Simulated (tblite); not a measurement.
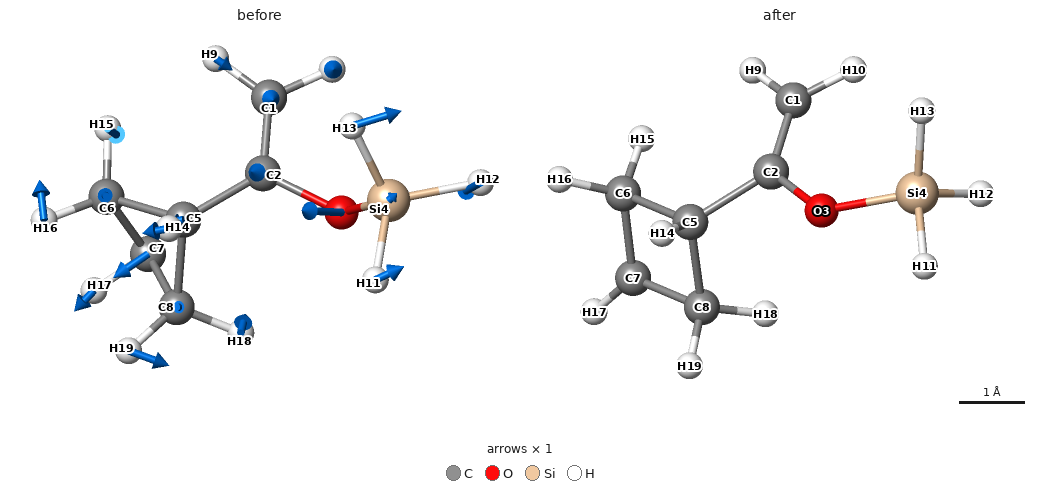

The structure of C₆H₁₁OSi (multiplicity 2) before (left) and after (right) a relaxation, at one scale. The blue arrows give the displacements, at their true length.

The picture is a ball-and-stick view, seen at a tilt.

The calculation used tblite, GFN2-xTB geometry optimisation, gas phase. 

What changed between the two?

The largest move after the best rigid fit is that of O3, 1.19 Å. Largest moves by element: O 1.19 Å, H 0.92 Å, C 0.67 Å, Si 0.18 Å. Some distances before and after: O3–Si4 1.716 → 1.623 Å, C2–O3 1.416 → 1.356 Å, C7–C8 1.539 → 1.481 Å, C7–H17 1.128 → 1.071 Å. Bond angles that change, for instance: C6–C7–H17 106.0° → 132.0°, C8–C7–H17 106.5° → 132.0°, C2–O3–Si4 123.4° → 134.5°. Groups turn about C2–O3 by about 95°, O3–Si4 by about 80°. Over 170 geometry steps the energy falls by 1.870 eV. The run took 1.9 s on 1 thread of Arm Neoverse N1 (shared host).
